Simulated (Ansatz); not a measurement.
Run report: CH10Si2, nudged elastic band (part 1 of 2)

The run: nudged elastic band of CH10Si2. Method and program: RKS PBE/def2-SVP (Ansatz 0.2.0).

One setting was made poor on purpose. It belongs to a series of runs on one base structure; here: band between the two ends. Figures and captions count atoms from 1; the log counts them from 0 in places.

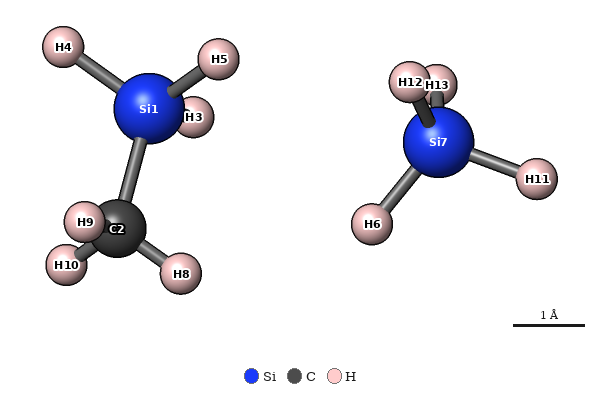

The structure as given in the input (ball-and-stick view, seen at a tilt; atoms are numbered from 1 in the order of the input).

## Input file
```yaml
crystal:
  periodic: [false, false, false]
  atoms:
    - { symbol: Si, position_ang: [-0.681493, 0.524842, 1.50377] }
    - { symbol: C, position_ang: [0.362846, -1.008822, 1.874994] }
    - { symbol: H, position_ang: [-2.036754, 0.138289, 0.971784] }
    - { symbol: H, position_ang: [-0.883497, 1.351433, 2.747492] }
    - { symbol: H, position_ang: [-0.007107, 1.396198, 0.474935] }
    - { symbol: H, position_ang: [0.471443, -0.85168, -1.754673] }
    - { symbol: Si, position_ang: [0.300661, 0.319859, -2.683946] }
    - { symbol: H, position_ang: [0.516223, -1.611345, 0.956298] }
    - { symbol: H, position_ang: [1.358471, -0.721592, 2.268848] }
    - { symbol: H, position_ang: [-0.134403, -1.650927, 2.630336] }
    - { symbol: H, position_ang: [0.524536, -0.138723, -4.099254] }
    - { symbol: H, position_ang: [1.301553, 1.386256, -2.339198] }
    - { symbol: H, position_ang: [-1.092478, 0.866212, -2.551487] }
basis:
  gaussian: { orbitals: def2-SVP }
hamiltonian:
  xc: pbe
neb:
  order_check: false
  images: 7
  f_tol: 0.5
  max_iterations: 60
  final_atoms:
    - { symbol: Si, position_ang: [-1.04658828, 1.50800917, 0.29219647] }
    - { symbol: C, position_ang: [1.05369009, -2.09545432, 1.28489314] }
    - { symbol: H, position_ang: [-2.03482221, 0.44687714, 0.70004126] }
    - { symbol: H, position_ang: [-1.72839908, 2.84997966, 0.35563665] }
    - { symbol: H, position_ang: [0.09887114, 1.503756, 1.26981807] }
    - { symbol: H, position_ang: [0.95033806, -1.63252212, 0.28496365] }
    - { symbol: Si, position_ang: [-0.26893106, 1.1080603, -1.89399986] }
    - { symbol: H, position_ang: [0.72661371, -3.15106073, 1.235466] }
    - { symbol: H, position_ang: [2.11175906, -2.05210872, 1.60454349] }
    - { symbol: H, position_ang: [0.42699725, -1.54678476, 2.0128101] }
    - { symbol: H, position_ang: [0.33569918, -0.26852637, -1.99902128] }
    - { symbol: H, position_ang: [0.78136055, 2.12199635, -2.26967097] }
    - { symbol: H, position_ang: [-1.40658743, 1.2077784, -2.87777773] }
  initial_path:
    images:
      - { positions_ang: [[-0.681493, 0.524842, 1.50377], [0.362846, -1.008822, 1.874994], [-2.036754, 0.138289, 0.971784], [-0.883497, 1.351433, 2.747492], [-0.007107, 1.396198, 0.474935], [0.471443, -0.85168, -1.754673], [0.300661, 0.319859, -2.683946], [0.516223, -1.611345, 0.956298], [1.358471, -0.721592, 2.268848], [-0.134403, -1.650927, 2.630336], [0.524536, -0.138723, -4.099254], [1.301553, 1.386256, -2.339198], [-1.092478, 0.866212, -2.551487]] }
      - { positions_ang: [[-0.67542006, 0.56985372, 1.30807308], [0.3989223, -1.02781363, 1.68742241], [-1.99696523, 0.10760048, 0.79714357], [-0.97308276, 1.30444006, 2.56822176], [0.10932355, 1.46387644, 0.53990028], [0.44018443, -0.76067229, -1.34978637], [0.24575502, 0.34382267, -2.45190054], [0.42800703, -1.72077877, 0.90751815], [1.41657272, -0.79722969, 1.97317324], [-0.03854162, -1.50413389, 2.51809936], [0.50921487, -0.26876487, -3.74641733], [1.24643332, 1.40583758, -2.25439783], [-1.11040256, 0.88396219, -2.49715079]] }
      - { positions_ang: [[-0.66934712, 0.61486544, 1.11237617], [0.4349986, -1.04680525, 1.49985082], [-1.95717646, 0.07691196, 0.62250314], [-1.06266851, 1.25744712, 2.38895151], [0.22575411, 1.53155488, 0.60486555], [0.40892586, -0.66966459, -0.94489973], [0.19084903, 0.36778633, -2.21985507], [0.33979105, -1.83021253, 0.8587383], [1.47467444, -0.87286739, 1.67749849], [0.05731976, -1.35734077, 2.40586272], [0.49389373, -0.39880675, -3.39358067], [1.19131363, 1.42541917, -2.16959765], [-1.12832712, 0.90171238, -2.44281458]] }
      - { positions_ang: [[-0.66327418, 0.65987717, 0.91667925], [0.4710749, -1.06579688, 1.31227923], [-1.91738769, 0.04622344, 0.44786271], [-1.15225427, 1.21045418, 2.20968127], [0.34218466, 1.59923332, 0.66983083], [0.3776673, -0.57865688, -0.5400131], [0.13594305, 0.39175, -1.98780961], [0.25157508, -1.9396463, 0.80995845], [1.53277615, -0.94850508, 1.38182373], [0.15318114, -1.21054766, 2.29362608], [0.4785726, -0.52884862, -3.040744], [1.13619395, 1.44500075, -2.08479748], [-1.14625168, 0.91946257, -2.38847837]] }
      - { positions_ang: [[-0.65720125, 0.70488889, 0.72098233], [0.5071512, -1.08478851, 1.12470764], [-1.87759892, 0.01553493, 0.27322228], [-1.24184003, 1.16346124, 2.03041103], [0.45861522, 1.66691176, 0.7347961], [0.34640873, -0.48764918, -0.13512646], [0.08103707, 0.41571367, -1.75576414], [0.16335911, -2.04908007, 0.7611786], [1.59087787, -1.02414278, 1.08614898], [0.24904251, -1.06375454, 2.18138944], [0.46325146, -0.6588905, -2.68790733], [1.08107426, 1.46458233, -1.99999731], [-1.16417625, 0.93721275, -2.33414216]] }
      - { positions_ang: [[-0.754548, 0.90566896, 0.61378587], [0.64378592, -1.33745496, 1.16475402], [-1.91690474, 0.12337048, 0.37992703], [-1.36347979, 1.58509085, 1.61171743], [0.3686792, 1.62612282, 0.86855159], [0.49739106, -0.77386741, -0.03010393], [-0.00645496, 0.58880033, -1.79032307], [0.30417276, -2.32457523, 0.87975045], [1.72109817, -1.28113426, 1.21574761], [0.2935312, -1.1845121, 2.1392446], [0.43136339, -0.56129947, -2.51568582], [1.00614584, 1.62893584, -2.06741572], [-1.22477904, 1.00485417, -2.47005105]] }
      - { positions_ang: [[-0.85189476, 1.10644903, 0.5065894], [0.78042065, -1.59012141, 1.20480039], [-1.95621057, 0.23120603, 0.48663177], [-1.48511956, 2.00672045, 1.19302384], [0.27874318, 1.58533388, 1.00230709], [0.6483734, -1.06008565, 0.0749186], [-0.093947, 0.76188699, -1.824882], [0.44498641, -2.6000704, 0.9983223], [1.85131847, -1.53812575, 1.34534623], [0.33801988, -1.30526965, 2.09709977], [0.39947532, -0.46370843, -2.34346431], [0.93121741, 1.79328934, -2.13483414], [-1.28538184, 1.07249558, -2.60595994]] }
      - { positions_ang: [[-0.94924152, 1.3072291, 0.39939293], [0.91705537, -1.84278787, 1.24484676], [-1.99551639, 0.33904158, 0.59333652], [-1.60675932, 2.42835006, 0.77433024], [0.18880716, 1.54454494, 1.13606258], [0.79935573, -1.34630389, 0.17994113], [-0.18143903, 0.93497364, -1.85944093], [0.58580006, -2.87556556, 1.11689415], [1.98153876, -1.79511723, 1.47494486], [0.38250857, -1.42602721, 2.05495493], [0.36758725, -0.3661174, -2.1712428], [0.85628898, 1.95764285, -2.20225256], [-1.34598463, 1.14013699, -2.74186884]] }
      - { positions_ang: [[-1.04658828, 1.50800917, 0.29219647], [1.05369009, -2.09545432, 1.28489314], [-2.03482221, 0.44687714, 0.70004126], [-1.72839908, 2.84997966, 0.35563665], [0.09887114, 1.503756, 1.26981807], [0.95033806, -1.63252212, 0.28496365], [-0.26893106, 1.1080603, -1.89399986], [0.72661371, -3.15106073, 1.235466], [2.11175906, -2.05210872, 1.60454349], [0.42699725, -1.54678476, 2.0128101], [0.33569918, -0.26852637, -1.99902128], [0.78136055, 2.12199635, -2.26967097], [-1.40658743, 1.2077784, -2.87777773]] }
```

Hardware: 2 threads of Arm Neoverse V2, 24 GiB of memory available, shared host.

Command:
```bash
ansatz run input.yaml --threads 2 --pin off --max-ram 3072MiB --backend cpu --events-out ev --progress --plain --runs-dir out
```

## Log
```
Engine: ansatz 0.2.0, aarch64-unknown-linux-gnu
Functional definition: PBE
  parameter kappa = 0.804
  parameter beta = 0.06672455060314922
  exchange = pbe_x(kappa = kappa, mu = beta*pi^2/3)
  correlation = pbe_c(beta = beta)
1130 factors; their error is unknown
mean field evaluation 1: about -16931.8277 eV, gradient 5.0e1 eV
mean field evaluation 2: about -16923.8599 eV, gradient 6.9e1 eV
mean field evaluation 4: about -16938.5010 eV, gradient 1.3e0 eV
mean field evaluation 8: about -16938.4291 eV, gradient 1.8e-1 eV
mean field evaluation 16: about -16938.4292 eV, gradient 8.9e-6 eV
mean field -16938.42920652 eV, -622.4757920599 hartree, gradient 8.9e-6 eV, S^2 0.000000; 0 other end points of the search recorded, 0 dependent functions left out
the calculation of the forces begins
reference -16938.42924968 eV, -622.4757936459 hartree; 22, 22 occupied and 78, 78 virtual orbitals, 1130 factors
1130 factors; their error is unknown
mean field -16938.61687770 eV, -622.4826888486 hartree, gradient 7.9e-5 eV, S^2 0.000000; 0 other end points of the search recorded, 0 dependent functions left out
[... from here on the field's lines of each further geometry are left out, up to the last ...]
NEB iter   1: max|band force component| = 5.089e0 eV/Å  barrier→ = 4.6923 eV  barrier← = 4.8799 eV  Δτ_max = 0.2000 Å  (220 SCF iters)
NEB iter   2: max|band force component| = 2.388e0 eV/Å  barrier→ = 3.1942 eV  barrier← = 3.3819 eV  Δτ_max = 0.2000 Å  (186 SCF iters)
NEB iter   3: max|band force component| = 1.226e0 eV/Å  barrier→ = 3.1642 eV  barrier← = 3.3519 eV  Δτ_max = 0.2000 Å  (183 SCF iters)
NEB iter   4: max|band force component| = 7.780e-1 eV/Å  barrier→ = 3.2027 eV  barrier← = 3.3904 eV  Δτ_max = 0.1472 Å  (184 SCF iters)
NEB iter   5: max|band force component| = 7.423e-1 eV/Å  barrier→ = 3.1636 eV  barrier← = 3.3513 eV  CI = image 4  Δτ_max = 0.1990 Å  (183 SCF iters)
NEB iter   6: max|band force component| = 5.575e-1 eV/Å  barrier→ = 3.3958 eV  barrier← = 3.5835 eV  CI = image 4  Δτ_max = 0.1999 Å  (183 SCF iters)
the calculation of the forces begins
reference -16938.59009418 eV, -622.4817045725 hartree; 22, 22 occupied and 78, 78 virtual orbitals, 1130 factors
1130 factors; their error is unknown
mean field -16935.14365512 eV, -622.3550502728 hartree, gradient 1.7e-5 eV, S^2 0.000000; 1 other end points of the search recorded, 0 dependent functions left out
the calculation of the forces begins
reference -16935.14369464 eV, -622.3550517254 hartree; 22, 22 occupied and 78, 78 virtual orbitals, 1130 factors
NEB iter   7: max|band force component| = 2.085e-1 eV/Å  barrier→ = 3.2856 eV  barrier← = 3.4732 eV  CI = image 4  Δτ_max = 0.0000 Å  (365 SCF iters)
```

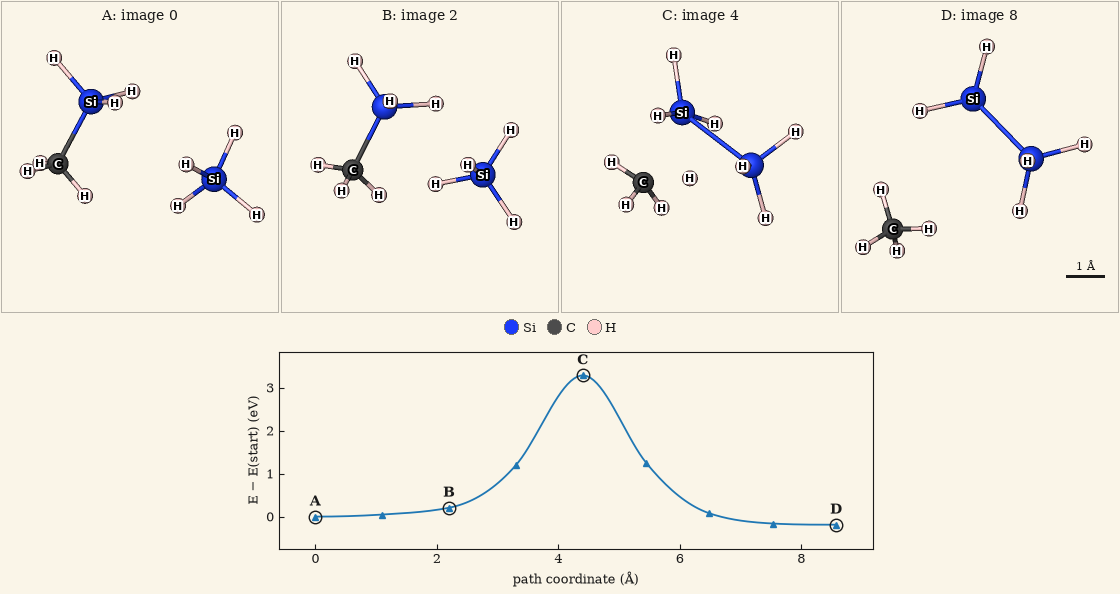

Images of the last band (counted from 0; ball-and-stick, seen at a tilt) above the energy along the path; the line is a cubic interpolation that uses the forces. The highest image is number 4, 3.286 eV above the start and 3.473 eV above the end (the climbing image); the end lies 0.188 eV below the start. The path is 8.57 Å long. The band converged in 7 iterations.
